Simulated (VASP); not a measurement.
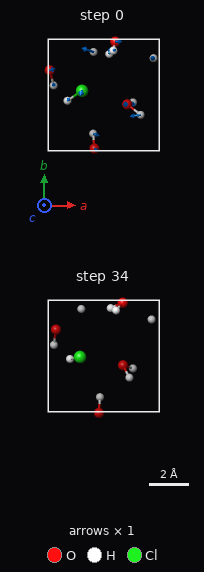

The structure of an amorphous cell of composition H₉ClO₄ before (top) and after (bottom) a relaxation, at one scale. The blue arrows give the displacements, at their true length.

A ball-and-stick model of the cell of the calculation, seen along the c axis.

The run lets the atoms move in a fixed cell.

These are results of VASP 6.6.1, Kohn-Sham DFT of a periodic cell, r2SCAN with D3(BJ), VASP PAW PBE potentials, recommended, not measurements.

Input file:
```
PREC     = Accurate       # precision mode
ENCUT    = 520            # plane-wave cutoff, eV
EDIFF    = 1E-6           # SCF threshold, eV
ISMEAR   = -1             # smearing method
SIGMA    = 0.05           # smearing width, eV
LREAL    = F              # projectors in reciprocal space
LASPH    = T              # aspherical terms in the spheres
NELM     = 100            # most SCF steps
ALGO     = Normal         # electronic algorithm
ISIF     = 2              # what is computed and relaxed
LWAVE    = F              # write WAVECAR
LCHARG   = F              # write CHGCAR
METAGGA  = R2SCAN         # meta-GGA
LMIXTAU  = T            
IVDW     = 12             # dispersion correction
VDW_S6   = 1.0          
VDW_S8   = 0.78981345   
VDW_A1   = 0.49484001   
VDW_A2   = 5.73083694   
IBRION   = 2              # ionic algorithm
NSW      = 35             # ionic steps
EDIFFG   = -0.3           # ionic threshold
ISTART   = 1
```

Launched with:
```bash
cat potpaw_PBE.64/O/POTCAR potpaw_PBE.64/H/POTCAR potpaw_PBE.64/Cl/POTCAR > POTCAR
cp INCAR.step1 INCAR
mpirun -np 1 vasp_gam > vasp.out
cp INCAR.step2 INCAR
mpirun -np 1 vasp_gam > vasp.out
```

Summarise the run.

Answer. The relaxation stopped without meeting its thresholds, so the last structure isn't shown to be converged. The energy falls by 96.5 meV per atom in 34 geometry steps. Largest force component: 0.77 eV/Å at the start, 0.92 eV/Å at the end. An H atom moves most: 0.80 Å along [−3 1 2]. By element the largest moves are H 0.80 Å, Cl 0.46 Å, O 0.39 Å. The cell doesn't change. Some distances before and after: H–O 0.969 → 0.948 Å, H–O 0.969 → 0.989 Å, Cl–H 1.280 → 1.273 Å. Among the angles between lasting bonds that change: H–O–H 104.0° → 108.8°.

Limits of the set-up: the periodic images lie only 5.7 Å apart, so the values are limited by the cell's size.
